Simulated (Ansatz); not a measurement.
CH₉PSi₂ (SMILES C[SiH2][SiH2]P)

```tsv
atom	x (Å)	y (Å)	z (Å)
C	-1.8182	0.0773	0.9431
Si	-0.4848	-1.1950	0.4903
Si	1.4544	-0.1644	-0.3731
P	3.2179	-0.6085	1.0115
H	-1.4377	0.7863	1.6971
H	-2.1266	0.6558	0.0564
H	-2.7104	-0.4215	1.3572
H	-1.0168	-2.1759	-0.5195
H	-0.0956	-1.9908	1.7077
H	1.7078	-0.5710	-1.8004
H	1.2768	1.3301	-0.3702
H	4.2308	-0.2248	0.0647
H	3.2927	-1.9957	0.6408
```

All numbers below come from RKS PBE-D4/6-31G* in Ansatz.

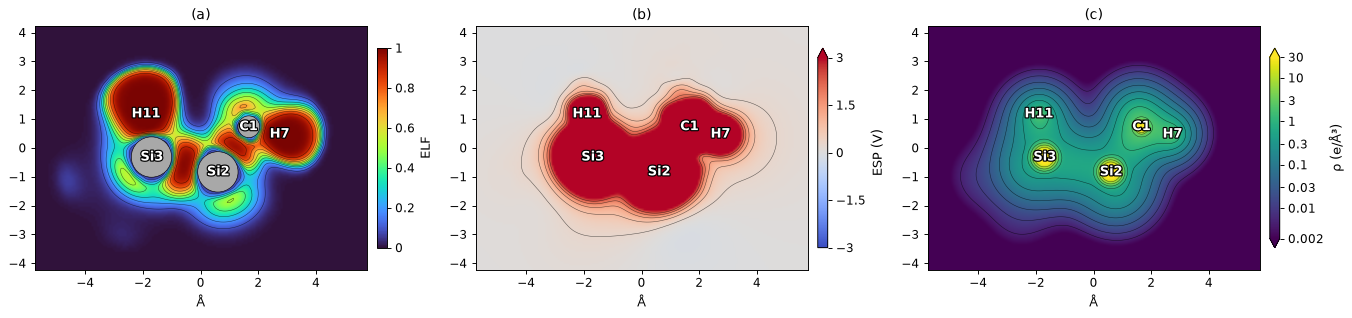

Figure 1. (a) ELF; (b) electrostatic potential; (c) electron density on the plane of atoms Si2, Si3 and H11. Grey discs cover the atomic cores in the ELF map.

### Describe what can be read from this map.

The plane passes through C, Si and H nuclei.
C–Si (1.90 Å): ρ is about 0.9 e/Å³ halfway; the ELF peaks at about 0.95 between the atoms, as expected for a covalent bond.
Si–Si (2.36 Å): the density is about 0.61 e/Å³ at the midpoint; the ELF peaks at about 1 between the atoms; a shared electron pair.
C–H (1.10 Å): ρ at the midpoint is about 1.9 e/Å³; the ELF climbs to about 1 towards the hydrogen, as it does in any bond to H (a covalent bond by its length).
Si–H (1.51 Å): ρ is about 0.73 e/Å³ halfway; the ELF climbs to about 1 towards the hydrogen.
The potential has no marked negative region in this plane.

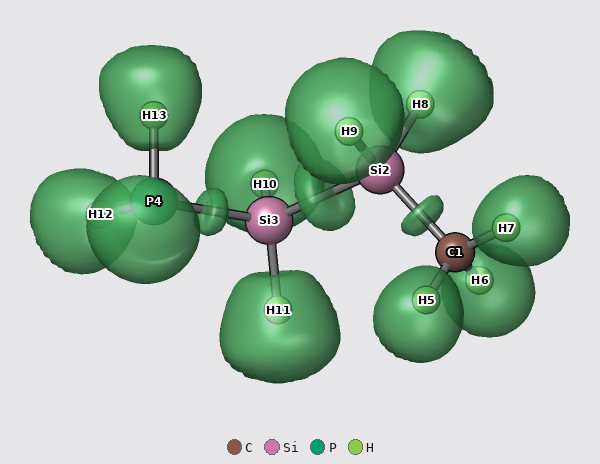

Figure 2. Isosurface of the electron localisation function at 0.9 (green), seen at a tilt. Only the valence region is drawn (cores and ρ < 0.01 e/Å³ removed).

### Where are the electrons localised?

The ELF exceeds this value in one region between bonded C–Si atoms (shared pairs), one region between bonded P–Si atoms (shared pairs), one region between bonded Si–Si atoms (shared pairs), nine regions around hydrogen nuclei and one lobe on P, pointing away from the bonds (lone pairs). Profiles from the grid: Si–P (2.29 Å): the ELF peaks at about 0.95 between the atoms (a covalent bond).

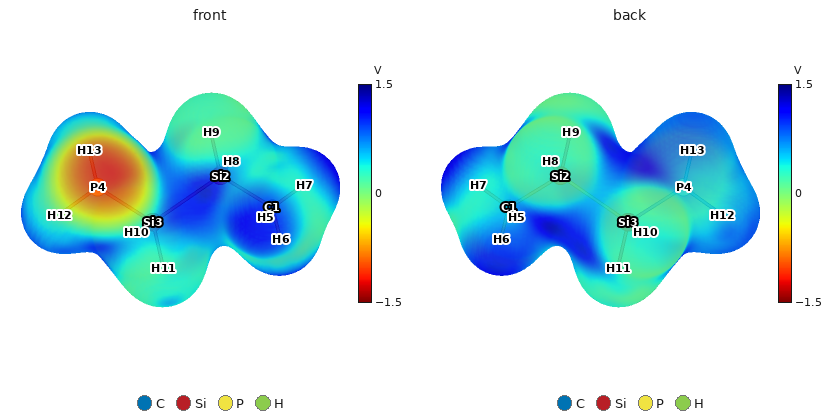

Figure 3. The electrostatic potential painted on the density surface at 0.004 e/bohr³, seen from the front and from behind; red is negative and blue positive.

### Which sites attract a positive test charge, and which a negative one?

A positive charge is drawn to the negative regions and a negative charge to the positive ones. The most negative region (about −1.1 V) lies over P4, the most positive (about +1.2 V) over Si2, Si3, H6 and H7.

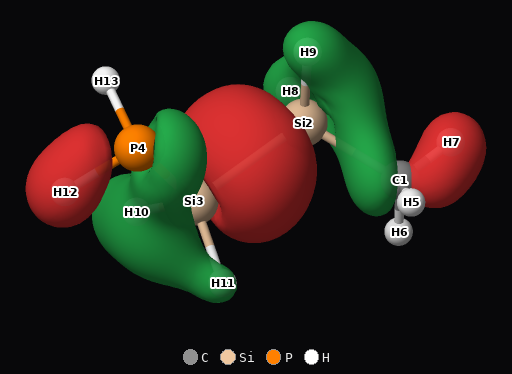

Figure 4. The HOMO−1 at ±0.1 Å⁻³ᐟ² (green and red are the two phases), seen at a tilt.

### What is the character of this orbital?

By Hirshfeld shares it lies mainly on Si3 (about 30 %), Si2 (about 30 %), P4 (about 10 %) and C1 (about 5 %). Its energy is −6.80 eV.
